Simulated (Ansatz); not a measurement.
# The perfect InSb wire along [110], 6 atoms a period, H-terminated, part 2 of 2

What gap, if any, does the InSb wire along [110], 6 atoms a period, H-terminated have, and how does it change with the functional?

Ansatz 0.2.0; DFT PBE, plane waves, PAW; relaxation of a wire's period; PAW set soft_1 (the session's first sound run).

So far. Step 2 (Relaxing the period): The cell's length comes to 4.827 Å with spin left out.

### 3. The perfect wire

This step: DFT PBE, plane waves, PAW; bands of a perfect wire; PAW set soft_1 (Ansatz 0.2.0).

At the relaxed period the bands are computed along the axis; those that cross an energy going forward count the channels that a perfect wire would open there.

input.yaml

```yaml
crystal:
  lattice:
    - [13.811, 0.0, 0.0]
    - [0.0, 14.395, 0.0]
    - [0.0, 0.0, 4.8269355918]
  atoms:
    - { symbol: Sb, position: [0.430293815, 0.67019862, 0.0] }
    - { symbol: H, position: [0.529469783, 0.741910981, 0.0] }
    - { symbol: In, position: [0.530782721, 0.5, 0.0] }
    - { symbol: H, position: [0.312584837, 0.166734221, 0.5] }
    - { symbol: H, position: [0.228055332, 0.368179687, 0.5] }
    - { symbol: H, position: [0.312584837, 0.833265779, 0.5] }
    - { symbol: H, position: [0.228055332, 0.631820313, 0.5] }
    - { symbol: In, position: [0.320757913, 0.286921218, 0.5] }
    - { symbol: In, position: [0.320757913, 0.713078782, 0.5] }
    - { symbol: Sb, position: [0.648300174, 0.5, 0.5] }
    - { symbol: H, position: [0.731023998, 0.411508624, 0.5] }
    - { symbol: H, position: [0.731023998, 0.588491376, 0.5] }
    - { symbol: Sb, position: [0.430293815, 0.32980138, 0.0] }
    - { symbol: H, position: [0.529469783, 0.258089019, 0.0] }
kpoints:
  mp_grid: { grid: [1, 1, 17] }
  band_path: { path: ["Γ", Z], npoints: 90 }
scf:
  occupations: { method: fermi_dirac, width: 0.05 }
hamiltonian:
  xc: pbe
  pseudopotentials: { kind: paw, azcp: { folder: soft_1 } }
output:
  dos: { e_range: [-5, 4] }
  write_potential: true
  write_density: true
  volumetric_format: npy
```

Started as:

```bash
$ ansatz run input.yaml --threads 4 --pin off --max-ram 16384MiB --backend cpu --events-out ev --progress --plain --runs-dir out
```

Numbers of over 12 decimals in the logs are rounded to 6 here.

The log of the run:

```text
[...]
Crystal: 14 atoms, lattice volume = 959.640 Å³
Basis set: ecut = 420 eV, 18695 PW (Γ)
Bands: 60, of which v1, the nominal top of the filled ones, is band 46 counted from 1 (45 counted from 0)
Symmetry: 4 space group operations
[...]
k-points: 9 of 17
[...]
SCF iter   1: F=—  HF=-36373.668542 eV  |F-HF|=—  |Δ(HF+E_count)|=         —  Δρ=2.76e-2  dr2=8.12e0  ethr=3.10e-3  ⟨swp⟩=8.8  Hψ=2604  notcnv=0  defer=6
[...]
SCF iter  10: F=-36371.128444 eV  HF=-36371.128444 eV  |F-HF|=3.33e-9  |Δ(HF+E_count)|=   1.34e-7  Δρ=1.14e-6  dr2=1.63e-8  ethr=1.09e-10  ⟨swp⟩=15.9  Hψ=2875  notcnv=0
SCF 1 converged in 10 iterations: F = -36371.128444 eV  dr2 = 1.63e-8
[...]
NSCF: frozen V_eff on 91 k-points
WARN: The output density's exchange-correlation potential varies sharply where the density is thin. Do not read a vacuum level from v_tot or v_xc, or from such a field of the output density. On a cell that repeats whose density bears no net charge and no dipole along the vacuum's axis use v_es (v_loc + v_h of the components); under efield.dipole_correction with no amplitude use v_es + v_field, which holds any externa [...]
SCF converged after 10 iterations
Free energy (F): -36371.128444 eV
[...]
Internal energy: -36371.128444 eV  (E = F + TS)
E sigma→0 (E₀):  -36371.128444 eV
Fermi energy:    -1.810403 eV
[...]
--- Band table (eV; the first three rows and the last of 9) ---
  k-point 0: bands = [... 42 lower, -3.7647, -3.3067, -2.8084, -2.6959, -0.9432, -0.1660, -0.1404, 0.7719, ... 10 higher]
  k-point 1: bands = [... 42 lower, -3.6452, -3.3426, -2.8683, -2.7661, -0.8215, -0.0451, -0.0027, 0.7759, ... 10 higher]
  k-point 2: bands = [... 42 lower, -3.6358, -3.4528, -2.9885, -2.9137, -0.5289, 0.2168, 0.3380, 0.7730, ... 10 higher]
  k-point 8: bands = [... 42 lower, -3.9160, -3.8801, -3.6210, -3.6059, -0.1239, 0.3123, 0.6371, 0.9951, ... 10 higher]
```

Wall time 1.8 min (4 threads of Arm Neoverse V1, shared host); peak memory 3.1 GiB; 7 min of CPU time.

This step gave:

```
band gap : 1.753 eV
```

Electronic bands along the path, in eV, zero at the Fermi level:

```tsv
point	band 43	band 44	band 45	band 46	band 47	band 48	band 49	band 50
Γ	-1.95	-1.50	-1.00	-0.89	0.87	1.64	1.67	2.58
Z	-2.10	-2.07	-1.82	-1.81	1.68	2.12	2.47	2.78
```

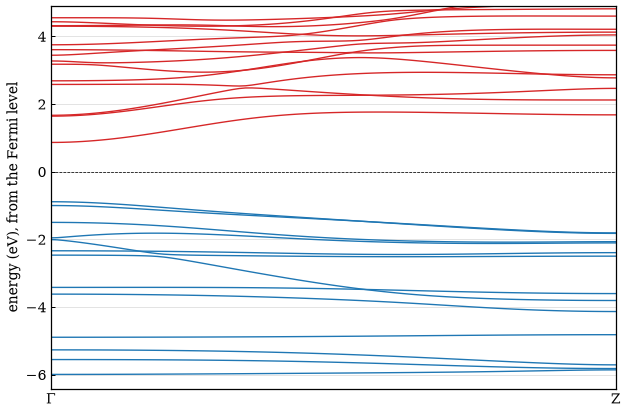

Electronic bands along the path; lines of filled and empty bands in two colours.

The gap is 1.75 eV, with spin left out.

The path shows a direct gap of 1.75 eV (valence top at Γ, conduction bottom at Γ).

### 4. Levels at the same atoms, cutoff 500 eV, k-mesh 1×1×13

This step: DFT r2SCAN, plane waves, PAW; bands of a perfect wire at the PBE geometry; PAW set soft_1 (Ansatz 0.2.0).

The atoms stay at the PBE geometry and the functional changes. r2SCAN also reads the kinetic-energy density; it often gives larger moments and wider gaps than PBE, at a higher cost. Against the first PBE run of this kind, the cutoff is 500 eV against 420 and the mesh along the wire has 13 points against 17.

Changes to input.yaml since step 3:

```diff
@@ -21,3 +21,3 @@
 kpoints:
-  mp_grid: { grid: [1, 1, 17] }
+  mp_grid: { grid: [1, 1, 13] }
   band_path: { path: ["Γ", Z], npoints: 90 }
@@ -26,8 +26,3 @@
 hamiltonian:
-  xc: pbe
+  xc: r2scan
   pseudopotentials: { kind: paw, azcp: { folder: soft_1 } }
-output:
-  dos: { e_range: [-5, 4] }
-  write_potential: true
-  write_density: true
-  volumetric_format: npy
```

The log of the run:

```text
[...]
Crystal: 14 atoms, lattice volume = 959.640 Å³
Basis set: ecut = 500 eV, 24395 PW (Γ), exchange–correlation on 432×432×144 points (64 copies of the dense FFT grid, shifted against one another)
Bands: 60, of which v1, the nominal top of the filled ones, is band 46 counted from 1 (45 counted from 0)
Symmetry: 4 space group operations
[...]
k-points: 7 of 13
[...]
--- Band table (eV; the first three rows and the last of 7) ---
  k-point 0: bands = [... 42 lower, -4.0159, -3.5287, -3.0120, -2.8991, -0.8688, -0.0309, 0.0173, 0.9185, ... 10 higher]
  k-point 1: bands = [... 42 lower, -3.8593, -3.5923, -3.1084, -3.0117, -0.6557, 0.1616, 0.2523, 0.9243, ... 10 higher]
  k-point 2: bands = [... 42 lower, -3.9118, -3.7755, -3.2715, -3.2156, -0.2076, 0.4574, 0.7525, 0.9125, ... 10 higher]
  k-point 6: bands = [... 42 lower, -4.1663, -4.1241, -3.8567, -3.8426, 0.0384, 0.4649, 0.7201, 1.2134, ... 10 higher]
[key lines of the parts left out:]
SCF converged after 10 iterations
Free energy (F): -36457.842737 eV
Fermi energy:    -1.877142 eV
```

Run time: 3.2 min. Hardware: 4 threads; peak memory 5 GiB.

Numbers from this step:

- band gap: 2.030 eV

Electronic bands along the path, in eV, zero at the Fermi level:

```tsv
point	band 43	band 44	band 45	band 46	band 47	band 48	band 49	band 50
Γ	-2.14	-1.65	-1.13	-1.02	1.01	1.85	1.89	2.80
Z	-2.28	-2.24	-2.00	-1.99	1.91	2.34	2.62	3.05
```

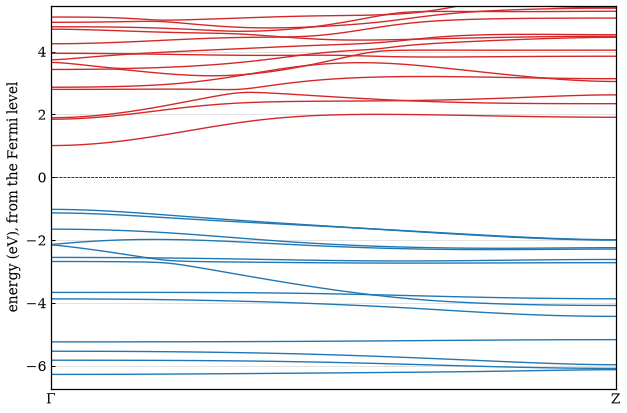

Electronic bands along the path; lines of filled and empty bands in two colours.

The gap is 2.03 eV, against 1.75 eV under PBE at the relaxed period.

### 5. Levels at the same atoms, level HSE06, cutoff 420 eV

This step: DFT HSE06, plane waves, PAW; levels of a perfect wire at the PBE geometry; PAW set soft_1 (Ansatz 0.2.0).

The atoms stay at the PBE geometry and the functional changes. HSE06 mixes in a quarter of short-range exact exchange, which removes part of the self-interaction that closes gaps; it is dear, so the mesh is thinner and no path is run. Against the first PBE run of this kind, the mesh along the wire has 7 points against 17.

Changes to input.yaml since step 4:

```diff
@@ -21,4 +21,3 @@
 kpoints:
-  mp_grid: { grid: [1, 1, 13] }
-  band_path: { path: ["Γ", Z], npoints: 90 }
+  mp_grid: { grid: [1, 1, 7] }
 scf:
@@ -26,3 +25,3 @@
 hamiltonian:
-  xc: r2scan
+  xc: hse06
   pseudopotentials: { kind: paw, azcp: { folder: soft_1 } }
```

The log of the run:

```text
[...]
Crystal: 14 atoms, lattice volume = 959.640 Å³
Basis set: ecut = 420 eV, 18695 PW (Γ)
Bands: 60, of which v1, the nominal top of the filled ones, is band 46 counted from 1 (45 counted from 0)
Symmetry: 4 space group operations
[...]
k-points: 4 of 7
[...]
SCF iter   7: F=-36371.134024 eV  HF=-36371.134058 eV  |F-HF|=3.44e-5  |Δ(HF+E_count)|=   8.23e-5  Δρ=7.35e-5  dr2=6.35e-5  ethr=7.36e-7  ⟨swp⟩=4.0  Hψ=474  notcnv=0  defer=1
[...]
E sigma→0 (E₀):  -36396.157704 eV
Fermi energy:    -1.930989 eV
[...]
--- Band table (eV) ---
  k-point 0: bands = [... 42 lower, -4.2962, -3.7899, -3.2506, -3.1254, -0.7407]
  k-point 1: bands = [... 42 lower, -4.1617, -4.0060, -3.5093, -3.4338, -0.1100]
  k-point 2: bands = [... 42 lower, -4.4047, -4.3562, -3.8036, -3.7982, 0.3047]
  k-point 3: bands = [... 42 lower, -4.4444, -4.4079, -4.1197, -4.1048, 0.2168]
  guard bands above this table: 13 of the run's 60 bands. The solve was not asked for them (output.publish_guard_bands: true or output.eigenvalues: true publishes all)
[key lines of the parts left out:]
Free energy (F): -36396.157704 eV
```

The job ended after 2.4 min (4 threads; peak memory 2.4 GiB).

Numbers from this step:

```
band gap : 2.385 eV
```

The gap is 2.38 eV, against 1.75 eV under PBE at the relaxed period.

### 6. Two-component spinors, k-mesh 1×1×11

This step: DFT PBE, plane waves, fully relativistic PAW; bands of a perfect wire with spin-orbit coupling; PAW set soft_1 (Ansatz 0.2.0).

Spin-orbit coupling mixes the spins and splits bands that cross or touch without it, so it can open or close channels. Fully relativistic datasets take the place of the scalar ones. Against the first PBE run of this kind, the mesh along the wire has 11 points against 17.

Changes to input.yaml since step 5:

```diff
@@ -21,3 +21,4 @@
 kpoints:
-  mp_grid: { grid: [1, 1, 7] }
+  mp_grid: { grid: [1, 1, 11] }
+  band_path: { path: ["Γ", Z], npoints: 90 }
 scf:
@@ -25,3 +26,6 @@
 hamiltonian:
-  xc: hse06
-  pseudopotentials: { kind: paw, azcp: { folder: soft_1 } }
+  xc: pbe
+  pseudopotentials: { kind: paw_fr, azcp: { folder: soft_1 } }
+magnetization:
+  noncollinear: true
+  spin_orbit: true
```

The log of the run:

```text
[...]
non-collinear run that drives no moment, with spin-orbit: no starting moment large enough to seed its density (crystal.atoms[].spin), no starting occupations that ask for one, no magnetisation constraint and no magnetic field, so the semilocal B_xc is pinned to zero
Crystal: 14 atoms, lattice volume = 959.640 Å³
Basis set: ecut = 420 eV, 18695 PW (Γ)
[...]
k-point 0: bands = [... 88 lower, -2.7908, -2.7908, -2.6669, -2.6669, -0.9398, -0.9398, -0.1667, -0.1667, ... 24 higher]
  k-point 1: bands = [... 88 lower, -3.0019, -2.9310, -2.7983, -2.7615, -0.6764, -0.6735, 0.0679, 0.0955, ... 24 higher]
  k-point 2: bands = [... 88 lower, -3.2125, -3.1822, -2.9790, -2.9769, -0.2217, -0.2161, 0.3632, 0.4156, ... 24 higher]
  k-point 5: bands = [... 88 lower, -3.6198, -3.6195, -3.5732, -3.5300, -0.1290, -0.1202, 0.3046, 0.3169, ... 24 higher]
[key lines of the parts left out:]
SCF converged after 10 iterations
Magnetization: |M| = 0.0000 μB,  M = (+0.0000, +0.0000, +0.0000) μB
Free energy (F): -36384.120028 eV
Fermi energy:    -1.796714 eV
```

Run time: 16 min. Hardware: 4 threads; peak memory 11 GiB; 64 min of CPU time.

This step gave:

```yaml
band_gap: 1.724 eV
```

The electronic bands at the labelled points (eV, zero at the Fermi level; v1 is the highest filled band, c1 the lowest empty one):

```tsv
point	v4	v3	v2	v1	c1	c2	c3	c4
Γ	-0.99	-0.99	-0.87	-0.87	0.86	0.86	1.63	1.63
Z	-1.82	-1.82	-1.80	-1.80	1.66	1.66	2.11	2.11
```

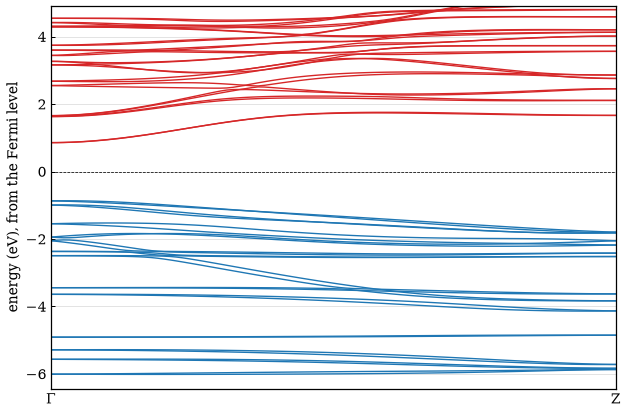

Electronic bands along the path; lines of filled and empty bands in two colours.

The gap is 1.72 eV, against 1.75 eV under PBE at the relaxed period, with no moment.

### 7. The ladder

Times are for 4 threads of Arm Neoverse V1, shared host. The series side by side:

```tsv
no.	run	band gap (eV)	time	memory (GiB)
1	lead	1.753	1.8 min	3.1
2	levels	2.030	3.2 min	5.0
3	levels	2.385	2.4 min	2.4
4	SOC	1.724	16 min	11
```

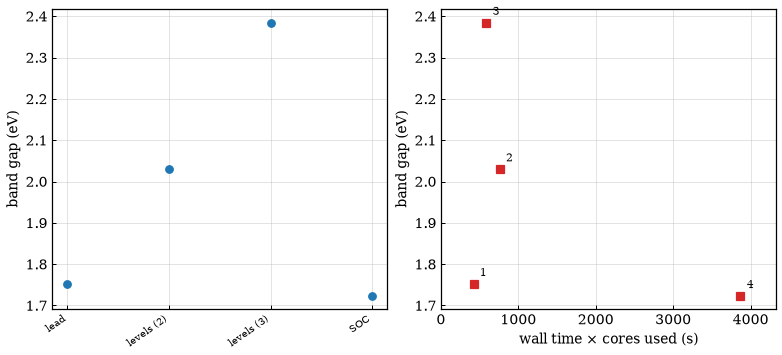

The series as plots; the last panel sets the first result against cost, with the runs numbered as in the table.

### 8. Results

- cell length, PBE: 4.827 Å
- gap, PBE: 1.75 eV
- gap, r2SCAN: 2.03 eV
- gap, HSE06: 2.38 eV
- gap, with spin-orbit coupling: 1.72 eV

In words: Under PBE the cell's length is 4.83 Å, and a gap of 1.75 eV makes it a semiconductor. At the relaxed period the wire is gapped under every functional, from 1.75 eV (PBE) to 2.38 eV (HSE06). Weak screening in one dimension makes quasiparticle gaps larger than the semilocal gaps, as a rule. Plain hydrogen on a compound's surface is a simple closure: it may leave surface states, and facets that end in unlike atoms put a field across the wire, both of which shrink the gap. A hybrid's gap is read on a coarse mesh, without a band path.

[Logs are printed without paths, hosts, clocks, repeated set-up lines and the standing remarks that a program may print on its own settings, such as how far it seeks lower states.]

[Hosts, paths, dates, database ids (printed as entryN), source tags and the programs' standing remarks are cut or masked in the printed files.]
